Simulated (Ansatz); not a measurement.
**What HgH2 (model cell, started as CdI2 type) distorts into**

Wanted: the energy along a soft mode of HgH2 (model cell, started as CdI2 type) and the structure at the end.

Calculated with Ansatz 0.2.0; DFT PBE, scalar-relativistic, plane waves, PAW.

The structure was built from a prototype and need not be the compound's stable phase.

### Step 1. Starting point

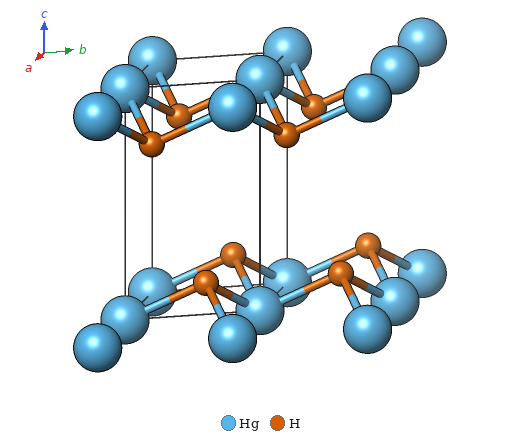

Start, viewed slightly off an axis; mercury blue, hydrogen orange. 2×2×1 cells are drawn. Bonds to atoms that aren't drawn are left out. Some periodic images of atoms are drawn too.

### Step 2. Phonons on a q mesh

The cell comes from relaxations at this level that are not shown. Stability and thermal properties need the whole zone. Linear response on a 3×3×2 q mesh gives force constants as far as a supercell of that size would.

Input file input.yaml:

```yaml
crystal:
  lattice:
    - [3.2683265306, 0.0, 0.0]
    - [-1.6341632653, 2.8304538034, 0.0]
    - [0.0, 0.0, 5.405765406]
  atoms:
    - { symbol: Hg, position: [0.0, 0.0, 0.0] }
    - { symbol: H, position: [0.3333333333, 0.6666666667, 0.1736023146] }
    - { symbol: H, position: [0.6666666667, 0.3333333333, 0.8263976854] }
kpoints:
  mp_grid: { grid: [12, 12, 8] }
hamiltonian:
  xc: pbe
scf:
  occupations: { method: methfessel_paxton, width: 0.15 }
output:
  eigenvalues: true
phonons:
  method: dfpt
  qmesh: [3, 3, 2]
  temperatures: { t_max: 1000, t_step: 50 }
  qpath:
    path:
      - [[0.0, 0.0, 0.0], [0.5, 0.0, 0.0], [0.33333333, 0.33333333, 0.0], [0.0, 0.0, 0.0], [0.0, 0.0, 0.5], [0.5, 0.0, 0.5], [0.33333333, 0.33333333, 0.5], [0.0, 0.0, 0.5]]
      - [[0.5, 0.0, 0.5], [0.5, 0.0, 0.0]]
      - [[0.33333333, 0.33333333, 0.5], [0.33333333, 0.33333333, 0.0]]
    npoints: 10
```

The run is started by

```console
> ansatz run input.yaml --threads 4 --pin off --max-ram 7168MiB --backend cpu --events-out ev --progress --plain --runs-dir out
```

Numbers of over 12 decimals in the logs are rounded to 6 here.

Output:

```text
Warning: phonons: the dynamical matrix that this run interpolates holds no multipole term above the dipole-dipole one, and a site of this crystal is no centre of inversion, so its interpolated transverse optical and acoustic branches and sound speeds can stay off near Gamma, and the density of states and the thermodynamics with them. What a run solves at a wave vector of phonons.qpoints, Gamma apart, where the deck admits one, is free of this, and under fd what a larger phonons.supercell samples
Engine: ansatz 0.2.0, x86_64-unknown-linux-gnu
Pseudopotentials: kind: paw
Pseudopotential: Hg, paw, valence charge 20, recommended cutoff 420 eV (normal), Hg.paw.azcp
Pseudopotential: H, paw, valence charge 1, recommended cutoff 420 eV (normal), H.paw.azcp
Functional definition: PBE
  parameter kappa = 0.804
  parameter beta = 0.066725
  exchange = pbe_x(kappa = kappa, mu = beta*pi^2/3)
  correlation = pbe_c(beta = beta)
Crystal: 3 atoms, lattice volume = 50.008 Å³
Basis set: ecut = 420 eV, 991 PW (Γ), exchange–correlation on 48×48×80 points (8 copies of the dense FFT grid, shifted against one another)
Bands: 15, of which v1, the nominal top of the filled ones, is band 11 counted from 1 (10 counted from 0)
Symmetry: 12 space group operations
k-points: 131 of 1152
Non-local potential: Hg, projectors of the file, l = 0: 3, l = 1: 2, l = 2: 2, l = 3: 1
Non-local potential: H, projectors of the file, l = 0: 2, l = 1: 1
PAW form: soft (Blöchl's): semilocal exchange-correlation on the pseudo side does not see the compensation charge
PAW one-centre angular grid: Hg, 590 points (default); XC on 64 Gauss nodes
PAW one-centre angular grid: H, 110 points (default); XC on 64 Gauss nodes
Initial density: superposition of atomic densities (neutral atoms: chi_scale 0, normalization atom), corrected by the library's trained network
Initial wavefunctions: pseudopotential atomic-orbital guess
Functional: x = pbe(κ = 0.804, μ = 0.219515), c = pbe(β = 0.066725)
SCF iter   1: F=—  HF=-13843.138120 eV  |F-HF|=—  |Δ(HF+E_count)|=         —  Δρ=4.02e-3  dr2=5.81e-3  ethr=1.77e-3  ⟨swp⟩=5.3  Hψ=9560  notcnv=0
preconditioner: auto → none  [metal: Δε(μ)=0.046 eV  Ē_g=11.820 eV  σ=0.150 eV  W_gap=0.25  n_scr=10 (ndim 8)  ℏωp=19.6 eV  f_vac=0.304  D(μ)=0.37/eV (n_scr^D=0)  sad-step TF]
SCF iter   2: F=—  HF=-13843.137572 eV  |F-HF|=—  |Δ(HF+E_count)|=   5.48e-4  S|Δr|=    0.00e0  Δρ=2.02e-3  dr2=1.71e-3  ethr=2.64e-5  ⟨swp⟩=2.4  Hψ=3795  notcnv=0
SCF iter   3: F=—  HF=-13843.137290 eV  |F-HF|=—  |Δ(HF+E_count)|=   2.81e-4  S|Δr|=    0.00e0  Δρ=4.64e-4  dr2=1.07e-4  ethr=7.78e-6  ⟨swp⟩=2.3  Hψ=2413  notcnv=0
SCF iter   4: F=—  HF=-13843.137260 eV  |F-HF|=—  |Δ(HF+E_count)|=   3.07e-5  S|Δr|=    0.00e0  Δρ=9.84e-5  dr2=3.75e-6  ethr=4.84e-7  ⟨swp⟩=2.1  Hψ=2969  notcnv=0
SCF iter   5: F=—  HF=-13843.137267 eV  |F-HF|=—  |Δ(HF+E_count)|=   6.90e-6  S|Δr|=    0.00e0  Δρ=2.22e-5  dr2=1.24e-7  ethr=1.70e-8  ⟨swp⟩=2.0  Hψ=3202  notcnv=0
SCF iter   6: F=—  HF=-13843.137265 eV  |F-HF|=—  |Δ(HF+E_count)|=   2.08e-6  S|Δr|=    0.00e0  Δρ=3.28e-6  dr2=3.74e-9  ethr=5.65e-10  ⟨swp⟩=2.4  Hψ=3214  notcnv=0
SCF iter   7: F=—  HF=-13843.137265 eV  |F-HF|=—  |Δ(HF+E_count)|=   1.24e-9  S|Δr|=    0.00e0  Δρ=3.46e-7  dr2=5.33e-11  ethr=1.70e-11  ⟨swp⟩=2.0  Hψ=3018  notcnv=0
SCF iter   8: F=-13843.137265 eV  HF=-13843.137265 eV  |F-HF|=1.09e-11  |Δ(HF+E_count)|=  9.09e-12  S|Δr|=    0.00e0  Δρ=5.57e-8  dr2=1.57e-12  ethr=1.00e-12  ⟨swp⟩=5.8  Hψ=8235  notcnv=0
SCF 1 converged in 8 iterations: F = -13843.137265 eV  dr2 = 1.57e-12
  greatest PAW one-centre occupation: 1.000 electrons in one spin orbital (limit 2), on the Hg atom at site 0 (counted from 0), in its partial waves of l = 0
Initial density: read from a saved state, or passed on in memory by an earlier SCF of this step, an earlier step, the calling program or the single point that the run made first
iter 1 solved again at ethr=3.50e-8 eV; its pass at ethr=3.10e-3 eV (dr2=7.70e-6 eV) is discarded
SCF iter   1: F=—  HF=-13843.137262 eV  |F-HF|=—  |Δ(HF+E_count)|=         —  Δρ=3.14e-7  dr2=8.89e-11  ethr=3.50e-8  ⟨swp⟩=3.9  Hψ=15085  notcnv=0
eigensolver tolerance schedule: the retry pair's looser diagonalisation over-reported the residual by 86591.57 of it (diagonalisation noise at 43.71 of the residual, at the tolerance the schedule requests for it); recorded, not acted on — ethr = c·dr2/N_el stays at c = 1.0e-1
preconditioner: auto → LDOS  [metal: Δε(μ)=0.044 eV  Ē_g=11.865 eV  σ=0.150 eV  W_gap=0.25  n_scr=10 (ndim 8)  ℏωp=19.6 eV  f_vac=0.305  D(μ)=0.37/eV (n_scr^D=2)  β→1.0]
SCF iter   2: F=—  HF=-13843.137265 eV  |F-HF|=—  |Δ(HF+E_count)|=   2.05e-6  S|Δr|=    0.00e0  Δρ=3.82e-7  dr2=1.16e-10  ethr=1.00e-12  ⟨swp⟩=3.6  Hψ=4993  notcnv=0
SCF iter   3: F=—  HF=-13843.137265 eV  |F-HF|=—  |Δ(HF+E_count)|=  2.55e-11  S|Δr|=    0.00e0  Δρ=1.56e-7  dr2=2.23e-11  ethr=1.00e-12  ⟨swp⟩=1.0  Hψ=1965  notcnv=0
SCF iter   4: F=-13843.137265 eV  HF=-13843.137265 eV  |F-HF|=1.82e-12  |Δ(HF+E_count)|=  7.28e-12  S|Δr|=    0.00e0  Δρ=1.11e-7  dr2=9.76e-12  ethr=1.00e-12  ⟨swp⟩=1.2  Hψ=4763  notcnv=0
SCF 2 converged in 4 iterations: F = -13843.137265 eV  dr2 = 9.76e-12
phonons: the bands overlap, so this run is a metal and interpolates without the dipole-dipole term. If the crystal is really an insulator or semiconductor, its LO-TO splitting is missing
NSCF: frozen V_eff on 131 k-points
WARN: eigensolver did not converge (k=5): 1 band(s) unlocked after 20 sweeps at ethr=1.41e-12 eV (storage-precision floor; scheduled 1.00e-12 eV) (lowest unlocked band 14, counted from 0; max residual 3.54e-6 eV among the unlocked bands, 3.54e-6 eV over every band; other slots of this pass that fall short are told together in one closing line; warning suppressed until the next SCF loop or pass starts)
WARN: eigensolver did not converge in 4 slots of this pass, the one above among them; of largest residual over every band (k=12): 1 band(s) unlocked (lowest unlocked band 14, counted from 0; max residual 1.16e-5 eV among the unlocked bands, 1.16e-5 eV over every band); of lowest unlocked band (k=5): band 14
NSCF: frozen V_eff on 320 k-points
DFPT response loops at q = (0, 0, 0) (fractional): preconditioner auto → none (partly filled bands, converged f_vac=0.305); β = 0.50; Broyden in place of MSR1
NSCF: frozen V_eff on 640 k-points
DFPT response loops at q = (0, 0, -0.5) (fractional): mixed as the last ones told, above
NSCF: frozen V_eff on 1248 k-points
DFPT response loops at q = (0, 0.333333, 0) (fractional): mixed as the last ones told, above
NSCF: frozen V_eff on 1248 k-points
DFPT response loops at q = (0, 0.333333, -0.5) (fractional): mixed as the last ones told, above
NSCF: frozen V_eff on 1176 k-points
DFPT response loops at q = (0.333333, 0.333333, 0) (fractional): mixed as the last ones told, above
NSCF: frozen V_eff on 1176 k-points
DFPT response loops at q = (0.333333, 0.333333, -0.5) (fractional): mixed as the last ones told, above
WARN: phonons: 18 modes above zero would be rigid motions if what is in doubt were free, and are counted in the zero-point energy, free energy, entropy and heat capacity. With what each adds to F at 1000 K, by the weight of its row in the mesh: 0.37 cm⁻¹ (-0.000 eV; rigid weight 1.000, of which rotation 0.000), 0.37 cm⁻¹ (-0.000 eV; rigid weight 1.000, of which rotation 0.000), 0.65 cm⁻¹ (-0.000 eV; rigid weight 1.000, of which rotation 0.000), 0.65 cm⁻¹ (-0.000 eV; rigid weight 1.000, of which rotation 0.000), 0.76 cm⁻¹ (-0.000 eV; rigid weight 1.000, of which rotation 0.000), 0.76 cm⁻¹ (-0.000 eV; [rest of the remark cut]
SCF converged after 8 iterations
Stability not checked: this state was not tested for a lower state beside it, because cold or Methfessel-Paxton smearing, or corrected tetrahedra, fill the levels in a way that the test cannot read (fill_not_monotonic; see scf.lower_state_search)
Free energy (F): -13843.137265 eV
Harris-Foulkes:  -13843.137265 eV  (|F-HF|=1.09e-11)
Internal energy: -13843.136807 eV  (E = F + TS)
E sigma→0 (E₀):  -13843.137150 eV
Entropy (-TS):   -0.000457 eV (-0.152 meV/atom)
Fermi energy:    4.971414 eV
--- Per-component energies (eV) ---
  E_band       = -578.261344
  E_kinetic    = 627.256960
  E_local      = -4234.445779  (includes V_loc(G=0)·N_el)
  E_nonlocal   = 74.991304
  E_hartree    = 1839.405465
  E_xc         = -236.919786
  E_vxc        = -283.628137  (∫ρ·V_xc dr)
  E_paw        = -9944.725742  (= ΣΔE_a)
  E_vpaw       = -441.245813  (= ΣTr[D̂ρ^β])
  E_aug_tail   = -0.000908  (compensation charges beyond the density's cutoff)
  E_ewald      = -1968.698323
  E_smearing   = -0.000457  (= −TS)
  E_closure    = 0.000000  (closes the sum)
  Σ components = -13843.137265   (vs F -13843.137265, Δ=0.00e0)
--- Band table (eV; the first three rows and the last of 131) ---
  k-point 0: bands = [... 7 lower, -1.3246, -1.1053, -1.1053, 1.9928, 9.3076, 12.9025, 13.8901, 18.1076]
  k-point 1: bands = [... 7 lower, -1.3103, -1.1055, -1.1055, 1.9168, 9.4662, 12.8700, 13.9875, 18.1321]
  k-point 2: bands = [... 7 lower, -1.2737, -1.1059, -1.1059, 1.7376, 9.8589, 12.7790, 14.3043, 18.1926]
  k-point 130: bands = [... 7 lower, -1.5604, -1.1350, 3.7531, 3.7531, 4.1485, 10.1537, 10.8004, 10.8004]
--- Phonons (Γ-DFPT): 4 representative perturbations + reference (Σ response iterations 14) ---
  ASR residual: 3.384e-5 → 0.000e0 eV/Å²; symmetrization residual: 4.401e-7 eV/Å²
  ASR residual per site (eV/Å²): 3.38e-5 2.33e-6 2.33e-6
  Γ frequencies (cm⁻¹): -634.26 -634.26 -329.01 -329.01 0.00 0.00 0.00 683.88 898.81
--- Phonons (arbitrary-q DFPT): 6 irreducible q on the 3×3×2 mesh ---
  q = [0.0000, 0.0000, 0.0000] (star 1, of the zone-centre solve; hermiticity 2.56e-7, symmetrization 2.67e-13): -634.26 -634.26 -329.01 -329.01 -0.00 0.00 0.00 683.88 898.81
  q = [0.0000, 0.0000, -0.5000] (star 1, 4 solved perturbations in 902 linear systems a pass and spin channel, the states on 320 of 1152 k-point pairs; hermiticity 1.07e-7, symmetrization 2.79e-12): -646.45 -646.45 -330.05 -330.05 0.72 0.72 7.45 709.39 885.74
  q = [0.0000, 0.3333, 0.0000] (star 6, 6 solved perturbations on 624 of 1152 k-point pairs; hermiticity 1.89e-7, symmetrization 7.18e-13): -841.47 -40.49 35.95 87.40 302.30 401.32 684.49 753.34 859.19
  q = [0.0000, 0.3333, -0.5000] (star 6, 6 solved perturbations on 624 of 1152 k-point pairs; hermiticity 2.13e-7, symmetrization 1.64e-12): -839.40 -38.75 36.01 87.00 301.75 400.17 685.38 757.13 857.03
  q = [0.3333, 0.3333, 0.0000] (star 2, 4 solved perturbations in 1600 linear systems a pass and spin channel, the states on 588 of 1152 k-point pairs; hermiticity 2.60e-7, symmetrization 2.59e-8): -390.60 -390.60 -55.55 103.71 103.71 548.60 627.68 843.99 843.99
  q = [0.3333, 0.3333, -0.5000] (star 2, 4 solved perturbations in 1600 linear systems a pass and spin channel, the states on 588 of 1152 k-point pairs; hermiticity 2.67e-7, symmetrization 2.45e-8): -403.06 -403.06 -55.68 102.17 102.17 546.87 627.35 844.35 844.35
  sum rule: each row above includes the acoustic sum rule's correction from the zone centre's row sums; it moved no ω² by more than (0.79 cm⁻¹)²
  mesh force constants: q→R imaginary residual 1.52e-16; ASR residual 3.384e-5 → 0.000e0 eV/Å²; symmetrization residual 8.882e-16 eV/Å²
  interpolated dispersion: 93 rows × 9 modes
  density of states and harmonic sums: on the 24×24×12 q-mesh, interpolated from the force constants of a 3×3×2 supercell (no non-analytic term)
  largest difference from the sums on the solved wave vectors: F 7.88e-2 eV, S 9.44e-5 and C_V 3.49e-5 eV/K
  zero-point energy: 0.178587 eV/cell   skipped modes (ω ≤ 0): 1648, of them read as no rigid motion or as one in doubt: 1645 (2.429e0 modes/cell left out, lowest -906.94 cm⁻¹)   rigid motions above zero, counted: 18   left out of the sums: 2.70e-1 of the cell's modes: C_V's classical limit lies that fraction below 3 k_B per atom; for a crystal, a wire or a layer, F and S can be off by more, and a phonons.interpolated_qmesh denser along its periods is the remedy for the sampling
```

Elapsed: 2.3 min, on 4 threads of Intel Xeon Platinum 8488C (Sapphire Rapids), shared host; peak memory 1.3 GiB.

The column dr2 measures how far the density is from self-consistency, as an energy; F and HF (Harris–Foulkes) agree once it is small.

Numbers from this step:

```
volume per atom                                         : 16.67 Å³
gap on the k-mesh                                       : 0 eV
sum-rule residual before enforcement                    : 3.38e-5 eV/Å²
lowest frequency on the path                            : -906.9 cm⁻¹
point group                                             : -3m
highest frequency on the path or at a solved wavevector : 903.5 cm⁻¹
highest optical mode at the zone centre (no LO-TO term) : 898.8 cm⁻¹
lowest optical zone-centre mode                         : -634.3 cm⁻¹
lowest mode on the q mesh (acoustic modes at Γ apart)   : -841.5 cm⁻¹
```

Frequencies (cm⁻¹) solved at each irreducible wavevector; negative means imaginary. Frequencies by wavevector, by row:

| q in reciprocal lattice units | star | mode 1 | mode 2 | mode 3 | mode 4 | mode 5 | mode 6 | mode 7 | mode 8 | mode 9 |
| --- | --- | --- | --- | --- | --- | --- | --- | --- | --- | --- |
| 0 0 0 | 1 | -634.3 | -634.3 | -329 | -329 | 0 | 0 | 0 | 683.9 | 898.8 |
| 0 0 -0.5 | 1 | -646.5 | -646.5 | -330.1 | -330.1 | 0.7 | 0.7 | 7.5 | 709.4 | 885.7 |
| 0 0.3333 0 | 6 | -841.5 | -40.5 | 36 | 87.4 | 302.3 | 401.3 | 684.5 | 753.3 | 859.2 |
| 0 0.3333 -0.5 | 6 | -839.4 | -38.8 | 36 | 87 | 301.8 | 400.2 | 685.4 | 757.1 | 857 |
| 0.3333 0.3333 0 | 2 | -390.6 | -390.6 | -55.5 | 103.7 | 103.7 | 548.6 | 627.7 | 844 | 844 |
| 0.3333 0.3333 -0.5 | 2 | -403.1 | -403.1 | -55.7 | 102.2 | 102.2 | 546.9 | 627.4 | 844.4 | 844.4 |

Interpolated from a 3×3×2 q mesh. The phonon branches at the labelled points (cm⁻¹):

```
    point  branch 1  branch 2  branch 3  branch 4  branch 5  branch 6  branch 7  branch 8  branch 9
        Γ      -634      -634      -329      -329         0         0         0       684       899
        M      -907       -41        38        97       320       599       742       814       902
        K      -391      -391       -56       104       104       549       628       844       844
        Γ      -634      -634      -329      -329         0         0         0       684       899
        A      -646      -646      -330      -330         1         1         8       709       886
        L      -905       -41        39        97       317       592       744       816       904
        H      -403      -403       -56       102       102       547       627       844       844
        A      -646      -646      -330      -330         1         1         8       709       886
jump to L      -905       -41        39        97       317       592       744       816       904
        M      -907       -41        38        97       320       599       742       814       902
jump to H      -403      -403       -56       102       102       547       627       844       844
        K      -391      -391       -56       104       104       549       628       844       844
```

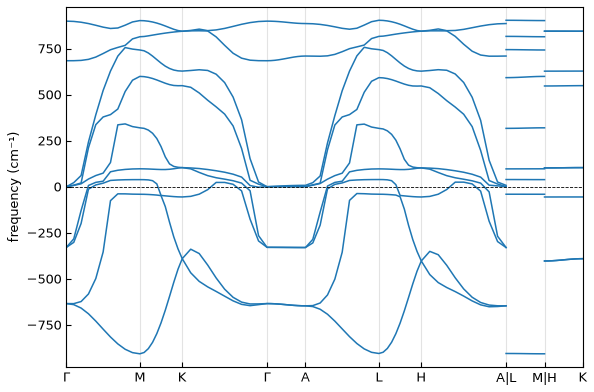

Phonon branches along the path.

Symmetry leaves 6 wavevectors to solve. The lowest mode among them, the acoustic zeros apart, lies at q = (0, 0.333, 0) and is imaginary, 841.5i cm⁻¹, so the energy falls along it. Between them the interpolated path dips to 907i cm⁻¹.

### Step 3. The mode frozen in, largest atomic shift 0 Å

The mode followed lies at q = (0, 0, -0.5) with frequency 646.5i cm⁻¹ and is 2-fold degenerate, one of the unstable modes though not the softest. At small amplitude the distorted cell has space group no. 2 by a symmetry search on the positions. The undistorted cell that holds it gives the zero of energy on the same k mesh.

System of this step: HgH2 (model cell, started as CdI2 type). The structure is trigonal, space group P-3m1 (No. 164). Conventional cell: a = 3.268 Å, b = 3.268 Å, c = 5.406 Å, α = 90.00°, β = 90.00°, γ = 120.00°. Nearest to Hg lie 6 H at 2.11 Å. H has 3 Hg at 2.11 Å nearest. Farther neighbours are not listed.

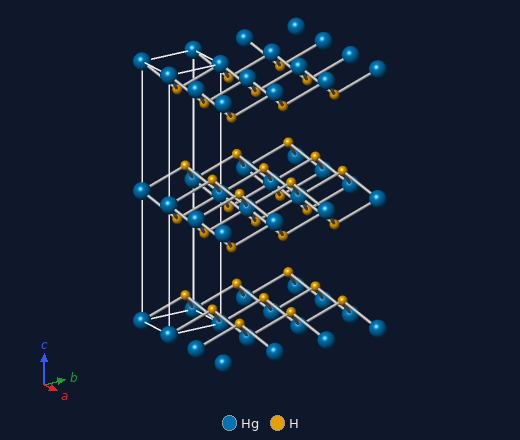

The cell of this step (mercury blue, hydrogen orange). Bonds to atoms that aren't drawn are left out. 3×3×1 cells are drawn. Some periodic images of atoms are drawn too.

Input file input.yaml:

```yaml
crystal:
  lattice:
    - [3.2683265306, 0.0, 0.0]
    - [-1.6341632653, 2.8304538034, 0.0]
    - [0.0, 0.0, 10.8115308121]
  atoms:
    - { symbol: Hg, position: [0.0, 0.0, 0.0] }
    - { symbol: Hg, position: [0.0, 0.0, 0.5] }
    - { symbol: H, position: [0.3333333333, 0.6666666667, 0.0868011573] }
    - { symbol: H, position: [0.3333333333, 0.6666666667, 0.5868011573] }
    - { symbol: H, position: [0.6666666667, 0.3333333333, 0.4131988427] }
    - { symbol: H, position: [0.6666666667, 0.3333333333, 0.9131988427] }
kpoints:
  mp_grid: { grid: [12, 12, 4] }
hamiltonian:
  xc: pbe
scf:
  occupations: { method: methfessel_paxton, width: 0.15 }
output:
  forces: true
  stress: true
  eigenvalues: true
```

Output:

```text
[...]
Crystal: 6 atoms, lattice volume = 100.016 Å³
Basis set: ecut = 420 eV, 1981 PW (Γ), exchange–correlation on 48×48×150 points (8 copies of the dense FFT grid, shifted against one another)
Bands: 28, of which v1, the nominal top of the filled ones, is band 22 counted from 1 (21 counted from 0)
Symmetry: 24 space group operations
[...]
k-points: 69 of 576
[...]
k-point 0: bands = [... 18 lower, -1.1053, -1.1053, 1.4919, 1.9928, 9.3076, 10.4525, 12.6112, 12.9025, ... 2 higher]
  k-point 1: bands = [... 18 lower, -1.1055, -1.1055, 1.5632, 1.9168, 9.4662, 10.2722, 12.6667, 12.8700, ... 2 higher]
  k-point 2: bands = [... 18 lower, -1.1059, -1.1059, 1.7376, 1.7376, 9.8589, 9.8589, 12.7790, 12.7790, ... 2 higher]
  k-point 68: bands = [... 18 lower, 3.7197, 3.7197, 3.7197, 3.7197, 4.0918, 4.0918, 10.6765, 10.6765, ... 2 higher]
[key lines of the parts left out:]
SCF converged after 6 iterations
Free energy (F): -27686.274529 eV
Fermi energy:    4.971429 eV
P = ⅓ Tr σ = 0.0027 GPa (0.027 kbar)
```

The job ended after 1.4 s (4 threads; peak memory 0.52 GiB).

Numbers from this step:

```yaml
pressure: 0.002742 GPa
energy_from_the_undistorted_cell: 0 meV/atom
```

The run ends at a pressure of 0.00 GPa, with forces up to 2.3e-4 eV/Å.

[end of part 1 of 3]

[Logs are printed without paths, hosts, clocks, repeated set-up lines and the standing remarks that a program may print on its own settings, such as how far it seeks lower states.]

[Hosts, paths, dates, database ids (printed as entryN), source tags and the programs' standing remarks are cut or masked in the printed files.]
